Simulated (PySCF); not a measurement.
**C6H12FNSi (SMILES CN1CCC(C[SiH3])=C1F): density, localisation and related maps**

```csv
atom,x (Å),y (Å),z (Å)
C,-2.8773,0.7891,0.5806
N,-1.5886,0.1419,0.5650
C,-1.4981,-1.1487,-0.1117
C,-0.0333,-1.2695,-0.5708
C,0.4697,0.1502,-0.4723
C,1.8242,0.5764,-0.9038
Si,3.1731,0.0501,0.3444
C,-0.4665,0.8579,0.1557
F,-0.4111,2.1623,0.4778
H,-3.2875,0.9343,-0.4294
H,-2.7789,1.7590,1.0646
H,-3.5710,0.1755,1.1552
H,-1.7919,-1.9435,0.5771
H,-2.1808,-1.1716,-0.9739
H,0.0525,-1.6693,-1.5826
H,0.5377,-1.9218,0.0947
H,2.0424,0.1465,-1.8833
H,1.8406,1.6617,-1.0125
H,4.4709,0.5069,-0.1569
H,3.1849,-1.4113,0.4541
H,2.8803,0.6408,1.6484
```

Geometry: GFN2-xTB.

All numbers below come from PBE0/pcSseg-1, SCF density, gas phase, non-relativistic in PySCF 2.14.0.

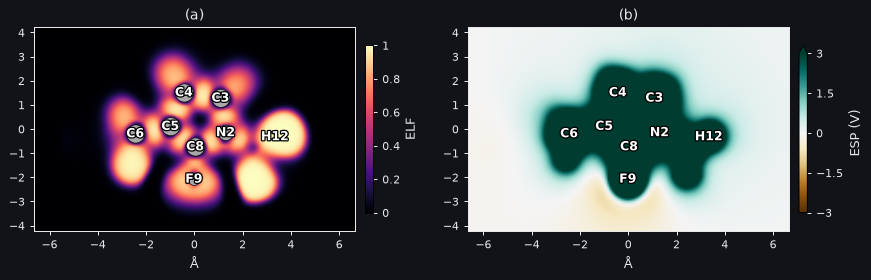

Figure 1. (a) electron localisation function; (b) electrostatic potential on the plane of atoms C6, C5 and C8. Grey discs cover the atomic cores in the ELF map.

> What does the map show?

The section cuts through N, C, F and H sites.
C–C (1.33 Å): the ELF peaks at about 0.90 between the atoms; a short, multiple covalent bond.
C–F (1.34 Å): the ELF peaks at about 0.85 between the atoms: a polar covalent bond.
C–N (1.39 Å): the ELF peaks at about 0.95 between the atoms: a covalent bond.
C–N (1.46 Å): the ELF peaks at about 0.95 between the atoms: a covalent bond.
C–C (1.48 Å): the ELF peaks at about 0.95 between the atoms; a shared electron pair.
The ELF also peaks beside F9, away from the bonds: lone-pair regions.
Outside the dense part of the molecule the potential is most negative (−0.8 V) near F9.

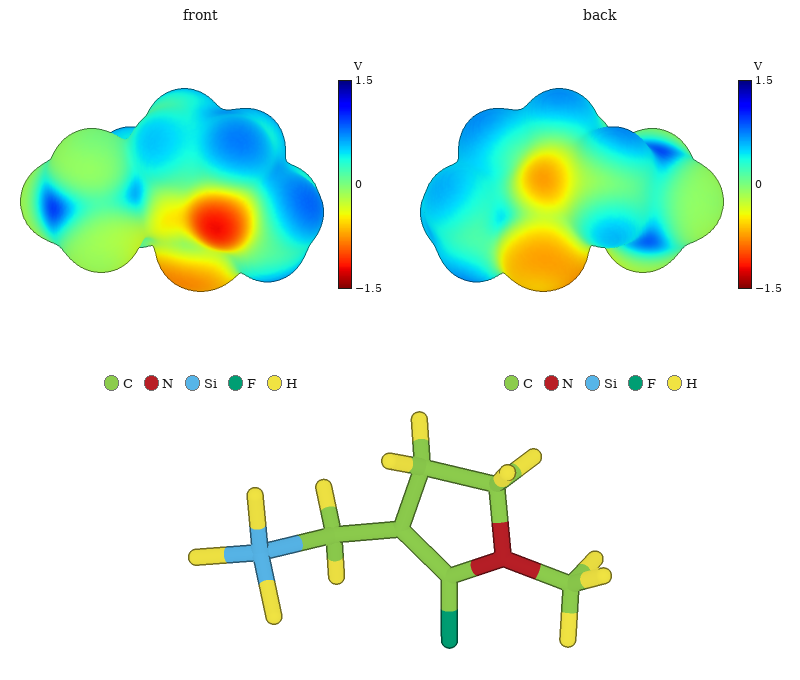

Figure 2. The molecular electrostatic potential painted on the density surface at 0.002 e/bohr³, seen from the front and from behind; the colour scale runs from red (negative) to blue (positive). The bare structure is drawn below in the same view.

> Which sites attract a positive test charge, and which a negative one?

A positive charge is drawn to the negative regions and a negative charge to the positive ones. The most negative region (about −1.1 V) lies over N2, the most positive (about +0.9 V) over Si7 and H12. N2 is the likeliest acceptor of a hydrogen bond.

> What dipole moment does the calculation give?

Its dipole moment is 1.97 D.
